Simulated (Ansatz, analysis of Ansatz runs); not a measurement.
# Reproducing a measured hyperfine coupling: neutral bond-centred H (muonium) in Ge

Aim: the hyperfine coupling of the neutral bond-centred H (muonium) in Ge, to be set beside the measurement. Set-up: r2SCAN, 64-site cell, r2SCAN lattice, 500 eV, k: the single point 1/4 1/4 1/4 then 2x2x2 shifted 0.5 0.5 0.5. The model is a cell of 64 host atoms with 1 H put in. The isotropic coupling follows from the spin density at the nucleus, the nuclear g-factor and the total spin. A meta-GGA costs about twice a GGA and mends lattice constants and part of the gap.

What was measured. 1H (muon value / 3.1833) (muon value divided by the ratio of moments 3.1833; muon (Mu, light H isotope)), printed as -96.5 MHz: -30.31 MHz, by muon spin resonance (leading '2' in as_printed is a garbled minus sign) (quoted in “Muonium as a hydrogen analogue in silicon and germanium: Quantum effects and hyperfine parameters”, 1999, A. R. Porter, M. D. Towler, and R. J. Needs, quoting earlier work (1988)).

Method: plane-wave PAW DFT, r2SCAN; relaxation of all atoms of a defect supercell, in Ansatz 0.2.0.

**1. The structure**

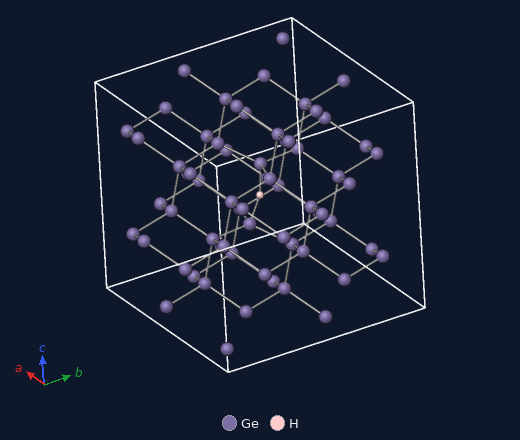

The starting structure, seen from a free direction (germanium purple, hydrogen pink). Bonds to atoms that aren't drawn are left out.

The cell holds 65 atoms: 64 Ge and 1 H. Cell: a = 11.348 Å, b = 11.348 Å, c = 11.348 Å, α = 90.0°, β = 90.0°, γ = 90.0°. It derives from Ge (space group Fd-3m). Nearest the centre at fractional (0.302, 0.330, 0.305): H65 at 0.00 Å, Ge4 at 1.69 Å, Ge8 at 1.69 Å, Ge6 at 2.91 Å, Ge27 at 2.99 Å, Ge49 at 3.03 Å, Ge5 at 3.17 Å, Ge7 at 3.21 Å.

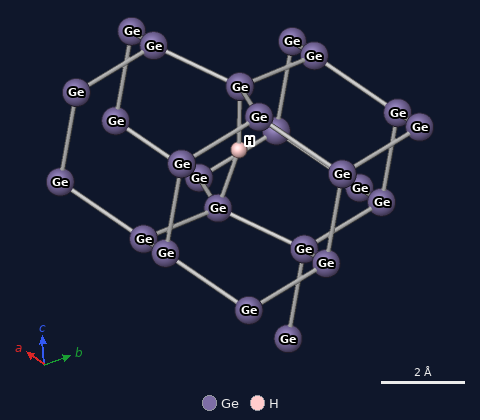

The atoms within 5 Å of the centre.

The host's primitive cell comes from a first run (plane-wave PAW DFT, r2SCAN; relaxation of the host's cell and atoms): vectors of 4.012, 4.012 and 4.012 Å. That is 22.83 Å³ an atom, 0.9 % over the diffraction cell's volume. The supercell is built on it.

**2. Relaxation, charge 0**

Every later number rests on the structure around the defect, so the atoms are relaxed at the host's lattice first.

File relax/input.yaml:

```yaml
relax:
  f_tol: 0.02
  max_steps: 80
  random_displacement: { amplitude: 0.02, seed: 943 }
crystal:
  lattice:
    - [11.34805325, 0.0, 0.0]
    - [0.0, 11.34805325, 0.0]
    - [0.0, 0.0, 11.34805325]
  atoms:
    - { symbol: Ge, position: [0.0, 0.0, 0.25] }
    - { symbol: Ge, position: [0.0, 0.25, 0.0] }
    - { symbol: Ge, position: [0.25, 0.0, 0.0] }
    - { symbol: Ge, position: [0.227564434, 0.227564434, 0.227564434] }
    - { symbol: Ge, position: [0.125, 0.125, 0.375] }
    - { symbol: Ge, position: [0.125, 0.375, 0.125] }
    - { symbol: Ge, position: [0.375, 0.125, 0.125] }
    - { symbol: Ge, position: [0.397435566, 0.397435566, 0.397435566] }
    - { symbol: Ge, position: [0.0, 0.0, 0.75] }
    - { symbol: Ge, position: [0.0, 0.25, 0.5] }
    - { symbol: Ge, position: [0.25, 0.0, 0.5] }
    - { symbol: Ge, position: [0.25, 0.25, 0.75] }
    - { symbol: Ge, position: [0.125, 0.125, 0.875] }
    - { symbol: Ge, position: [0.125, 0.375, 0.625] }
    - { symbol: Ge, position: [0.375, 0.125, 0.625] }
    - { symbol: Ge, position: [0.375, 0.375, 0.875] }
    - { symbol: Ge, position: [0.0, 0.5, 0.25] }
    - { symbol: Ge, position: [0.0, 0.75, 0.0] }
    - { symbol: Ge, position: [0.25, 0.5, 0.0] }
    - { symbol: Ge, position: [0.25, 0.75, 0.25] }
    - { symbol: Ge, position: [0.125, 0.625, 0.375] }
    - { symbol: Ge, position: [0.125, 0.875, 0.125] }
    - { symbol: Ge, position: [0.375, 0.625, 0.125] }
    - { symbol: Ge, position: [0.375, 0.875, 0.375] }
    - { symbol: Ge, position: [0.0, 0.5, 0.75] }
    - { symbol: Ge, position: [0.0, 0.75, 0.5] }
    - { symbol: Ge, position: [0.25, 0.5, 0.5] }
    - { symbol: Ge, position: [0.25, 0.75, 0.75] }
    - { symbol: Ge, position: [0.125, 0.625, 0.875] }
    - { symbol: Ge, position: [0.125, 0.875, 0.625] }
    - { symbol: Ge, position: [0.375, 0.625, 0.625] }
    - { symbol: Ge, position: [0.375, 0.875, 0.875] }
    - { symbol: Ge, position: [0.5, 0.0, 0.25] }
    - { symbol: Ge, position: [0.5, 0.25, 0.0] }
    - { symbol: Ge, position: [0.75, 0.0, 0.0] }
    - { symbol: Ge, position: [0.75, 0.25, 0.25] }
    - { symbol: Ge, position: [0.625, 0.125, 0.375] }
    - { symbol: Ge, position: [0.625, 0.375, 0.125] }
    - { symbol: Ge, position: [0.875, 0.125, 0.125] }
    - { symbol: Ge, position: [0.875, 0.375, 0.375] }
    - { symbol: Ge, position: [0.5, 0.0, 0.75] }
    - { symbol: Ge, position: [0.5, 0.25, 0.5] }
    - { symbol: Ge, position: [0.75, 0.0, 0.5] }
    - { symbol: Ge, position: [0.75, 0.25, 0.75] }
    - { symbol: Ge, position: [0.625, 0.125, 0.875] }
    - { symbol: Ge, position: [0.625, 0.375, 0.625] }
    - { symbol: Ge, position: [0.875, 0.125, 0.625] }
    - { symbol: Ge, position: [0.875, 0.375, 0.875] }
    - { symbol: Ge, position: [0.5, 0.5, 0.25] }
    - { symbol: Ge, position: [0.5, 0.75, 0.0] }
    - { symbol: Ge, position: [0.75, 0.5, 0.0] }
    - { symbol: Ge, position: [0.75, 0.75, 0.25] }
    - { symbol: Ge, position: [0.625, 0.625, 0.375] }
    - { symbol: Ge, position: [0.625, 0.875, 0.125] }
    - { symbol: Ge, position: [0.875, 0.625, 0.125] }
    - { symbol: Ge, position: [0.875, 0.875, 0.375] }
    - { symbol: Ge, position: [0.5, 0.5, 0.75] }
    - { symbol: Ge, position: [0.5, 0.75, 0.5] }
    - { symbol: Ge, position: [0.75, 0.5, 0.5] }
    - { symbol: Ge, position: [0.75, 0.75, 0.75] }
    - { symbol: Ge, position: [0.625, 0.625, 0.875] }
    - { symbol: Ge, position: [0.625, 0.875, 0.625] }
    - { symbol: Ge, position: [0.875, 0.625, 0.625] }
    - { symbol: Ge, position: [0.875, 0.875, 0.875] }
    - { symbol: H, position: [0.301619, 0.330401, 0.30548] }
basis:
  ecutwfc: 500
  xc_grid: 2
hamiltonian:
  xc: r2scan
kpoints:
  mp_grid: { grid: [1, 1, 1], shift: [0.25, 0.25, 0.25] }
magnetization:
  spin_polarized: true
  initial_magnetization: 1
  spin_locking: { lock_magnetization: hard }
scf:
  occupations: { method: fermi_dirac, width: 0.01 }
  max_iter: 120
output:
  forces: true
checkpoint:
  write: "../relax.run"
  compress: false
  write_wavefunctions: true
  write_every: 100000
```

Run with:

```console
ansatz run input.yaml --threads 32 --pin off --max-ram 131891MiB --backend cuda --events-out ev --progress --plain --runs-dir out
```

Log:

```text
Warning: This run holds its total moment fixed (magnetization.spin_locking.lock_magnetization: hard) and mixes its density by anderson or broyden (scf.mixing.algorithm, typed or taken by auto). Slabs  [...]
Engine: ansatz 0.2.0, aarch64-unknown-linux-gnu
[...]
Pseudopotential: Ge, paw, valence charge 14, recommended cutoff 500 eV (meta_gga), Ge.paw.azcp
Pseudopotential: H, paw, valence charge 1, recommended cutoff 500 eV (meta_gga), H.paw.azcp
Functional definition: r2SCAN
[...]
Crystal: 65 atoms, lattice volume = 1461.383 Å³
Basis set: ecut = 500 eV, 37193 PW (Γ), exchange–correlation on 180×180×180 points (8 copies of the dense FFT grid, shifted against one another)
Bands: 539, of which v1, the nominal top of the filled ones, is band 449 counted from 1 (448 counted from 0)
[...]
k-points: 1
[...]
Functional: x = r2scan, c = r2scan; τ floored in thin density (d = 2e-4 eV/Å³)
[...]
SCF iter   1: F=—  HF=-275397.815061 eV  |Δ(HF+E_count)|=         —  Δρ=1.88e-2 (↑1.77e-2 ↓1.88e-2)  dr2=1.57e1  dr2_τ=4.34e-2  dr2_m=3.54e-2  M=1.000 μB ∫|m|=1.036 μB  Hψ=4948
[...]
SCF 7 converged in 2 iterations: F = -275400.045556 eV  dr2 = 2.59e-8
[...]
SCF converged after 2 iterations
[...]
Magnetization: 1.0000 μB (449.0000 up, 448.0000 down)
Absolute magnetization: 1.2727 μB (∫|ρ↑−ρ↓|, with the PAW one-centre terms)
[...]
Free energy (F): -275400.045556 eV
[...]
Fermi energy:    8.716238 (↑ 8.889965, ↓ 8.332786) eV
--- Per-component energies (eV) ---
[...]
--- Forces (eV/Å), atoms counted from 1 ---
[...]
--- Band table (eV) ---
[...]
--- Relaxed structure (6 steps of the walk, 6 accepted, 0 SCFs on fresh bases) ---
[...]
```

It took 13 s on 1 × NVIDIA GB200 with 32 threads of Arm Neoverse V2, shared host; peak memory 4 GiB; 35 s of CPU time.

The steps of the relaxation:

| step | energy less that of the first step (eV) | largest force component (eV/Å) |
| --- | --- | --- |
| 1 | 0.0000 | 0.9895 |
| 2 | -0.3940 | 0.2210 |
| 3 | -0.4144 | 0.0456 |
| 4 | -0.4165 | 0.0227 |
| 5 | -0.4181 | 0.0101 |
| 6 | -0.4184 | 0.0033 |

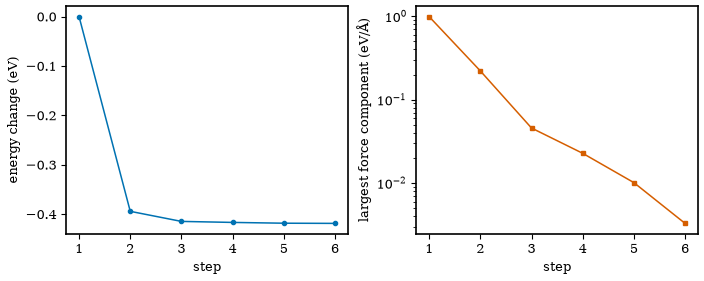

Energy and largest force along the relaxation.

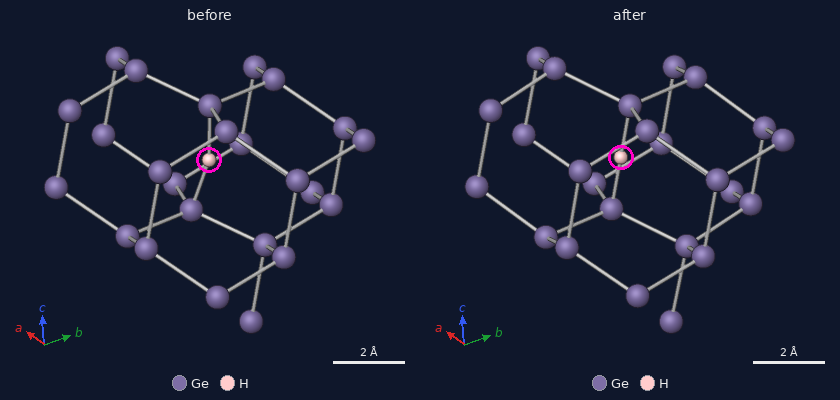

Before and after: the atoms that start within 5 Å of the centre. H65, which moves most, is ringed if it is among them.

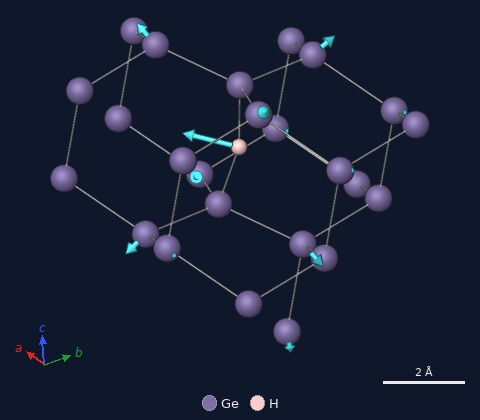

Displacements in the relaxation from the typed sites near the centre, exaggerated; the longest in the cell stands for 0.24 Å.

The atoms that moved most (Å, from the sites as typed, ahead of the random displacement):

| atom | dx | dy | dz | length |
| --- | --- | --- | --- | --- |
| H65 | 0.121 | -0.198 | 0.078 | 0.245 |
| Ge6 | -0.061 | 0.032 | -0.060 | 0.091 |
| Ge27 | -0.031 | 0.062 | 0.058 | 0.090 |
| Ge49 | 0.057 | 0.062 | -0.030 | 0.089 |
| Ge5 | -0.060 | -0.055 | 0.028 | 0.086 |
| Ge7 | 0.027 | -0.055 | -0.059 | 0.086 |
| Ge42 | 0.056 | -0.026 | 0.057 | 0.084 |
| Ge2 | -0.037 | -0.014 | -0.036 | 0.053 |

Neighbours of H65 at the end:

| atom | distance (Å) |
| --- | --- |
| Ge8 | 1.663 |
| Ge4 | 1.664 |
| Ge6 | 3.178 |
| Ge49 | 3.178 |
| Ge27 | 3.178 |
| Ge42 | 3.179 |
| Ge5 | 3.179 |
| Ge7 | 3.180 |

Read from the output:

* free energy: -275400.0456 eV
* total moment: 1 μB
* integral of the absolute spin density: 1.273 μB
* spin contamination: 0.002174

The relaxation ends 6.4 meV an atom lower than the displaced start, with a largest force component of 0.0033 eV/Å.

**3. Contact spin densities**

The relaxed structure is kept, and the final numbers are taken at the final level and k-points.

This step: plane-wave PAW DFT, r2SCAN; single point of a defect supercell.

File point/input.yaml:

```yaml
crystal:
  lattice:
    - [11.34805325, 0.0, 0.0]
    - [0.0, 11.34805325, 0.0]
    - [0.0, 0.0, 11.34805325]
  atoms:
    - { symbol: Ge, position: [-0.003031248, -0.00275794, 0.248521834] }
    - { symbol: Ge, position: [-0.00310013, 0.248723804, -0.003079445] }
[... 1 atom line left out ...]
    - { symbol: Ge, position: [0.227803174, 0.228152689, 0.22784044] }
    - { symbol: Ge, position: [0.119832218, 0.120119871, 0.37755852] }
    - { symbol: Ge, position: [0.119748144, 0.377774642, 0.119769417] }
    - { symbol: Ge, position: [0.377545282, 0.120119829, 0.119854428] }
    - { symbol: Ge, position: [0.397053256, 0.397430864, 0.397091418] }
[... 8 atom lines left out ...]
    - { symbol: Ge, position: [-0.001038867, 0.500263815, 0.250454269] }
[... 1 atom line left out ...]
    - { symbol: Ge, position: [0.250418021, 0.500264472, -0.001023267] }
[... 1 atom line left out ...]
    - { symbol: Ge, position: [0.12494686, 0.626267676, 0.374497742] }
[... 5 atom lines left out ...]
    - { symbol: Ge, position: [0.247417024, 0.505457234, 0.50517924] }
[... 14 atom lines left out ...]
    - { symbol: Ge, position: [0.505036638, 0.247678758, 0.505074019] }
[... 6 atom lines left out ...]
    - { symbol: Ge, position: [0.50514188, 0.505423254, 0.247432384] }
[... 15 atom lines left out ...]
    - { symbol: H, position: [0.312377231, 0.312926549, 0.312414815] }
basis:
  ecutwfc: 500
  xc_grid: 2
hamiltonian:
  xc: r2scan
kpoints:
  mp_grid: { grid: [2, 2, 2], shift: [0.5, 0.5, 0.5] }
magnetization:
  spin_polarized: true
  initial_magnetization: 1
  spin_locking: { lock_magnetization: hard }
scf:
  occupations: { method: fermi_dirac, width: 0.01 }
  max_iter: 120
output:
  forces: true
  efg: {}
  eigenvalues: true
checkpoint:
  read: "../relax.run"
```

Log:

```text
[...]
Crystal: 65 atoms, lattice volume = 1461.383 Å³
Basis set: ecut = 500 eV, 37193 PW (Γ), exchange–correlation on 180×180×180 points (8 copies of the dense FFT grid, shifted against one another)
Bands: 539, of which v1, the nominal top of the filled ones, is band 449 counted from 1 (448 counted from 0)
[...]
k-points: 4 of 8 (time reversal used)
[...]
SCF 1 converged in 12 iterations: F = -275400.088637 eV  dr2 = 4.90e-9
[...]
SCF converged after 12 iterations
Magnetization: 1.0000 μB (449.0000 up, 448.0000 down)
Absolute magnetization: 1.0391 μB (∫|ρ↑−ρ↓|, with the PAW one-centre terms)
[...]
Free energy (F): -275400.088637 eV
[...]
Fermi energy:    8.737978 (↑ 8.876697, ↓ 8.332205) eV
[...]
--- Forces (eV/Å), atoms counted from 1 ---
[...]
--- PAW observables at the nuclei: V_zz in 10²¹ V/m², potentials from the cell's mean, atoms counted from 1 ---
[...]
--- Band table (eV; the first three rows and the last of 8) ---
[...]
```

It took 9.5 s on 1 × NVIDIA GB200 with 32 threads; peak memory 2.8 GiB.

Numbers from this step:

```
free energy                           : -275400.0886 eV
total moment                          : 1.000 μB
integral of the absolute spin density : 1.039 μB
spin contamination                    : 0.001615
```

The atoms' spheres hold 0.42 of the 1 μB, none over 0.02 μB.

Isotropic hyperfine couplings from the contact spin densities (Fermi contact term with core polarisation, no dipolar part), the largest:

| atom | isotope | distance from the centre (Å) | contact spin density (e/Å³) | A (MHz) |
| --- | --- | --- | --- | --- |
| Ge8 | 73Ge | 1.68 | 2.46 | -57.1 |
| Ge4 | 73Ge | 1.68 | 2.46 | -57.1 |
| Ge56 | 73Ge | 7.13 | 1.39 | -32.3 |
| Ge32 | 73Ge | 7.17 | 1.39 | -32.3 |
| Ge48 | 73Ge | 6.91 | 1.39 | -32.3 |
| Ge44 | 73Ge | 7.23 | 1.39 | -32.3 |
| Ge28 | 73Ge | 6.97 | 1.39 | -32.3 |
| Ge52 | 73Ge | 7.01 | 1.39 | -32.3 |
| H65 | 1H | 0.25 | -0.0430 | -28.5 |
| Ge46 | 73Ge | 5.23 | 1.22 | -28.2 |

**4. Outcome**

- 1H (muon value / 3.1833): -28.5 MHz
- integral of the absolute spin density: 1.04 μB
- time of the whole chain: 26 s on 32 threads and a graphics card

In words: 1H (muon value / 3.1833): computed -28.5 MHz, measured -30.31 MHz (muon value divided by the ratio of moments 3.1833; muon (Mu, light H isotope)); 1.8 MHz (6 %) smaller in size than the measurement. The spin is not held on one site here (at most 0.01 μB on an atom), so the state computed is not the localised centre that was measured. Only the isotropic (Fermi contact) part is computed, with core polarisation; no vibrational averaging.

[Logs are printed without paths, hosts, clocks, repeated set-up lines and the standing remarks that a program may print on its own settings, such as how far it seeks lower states.]

[Hosts, paths, dates, database ids (printed as entryN), source tags and the programs' standing remarks are cut or masked in the printed files.]

[For some hosts the program warned that the k-mesh of the response run may be too coarse for force constants and the static dielectric constant; such warnings are not shown here.]
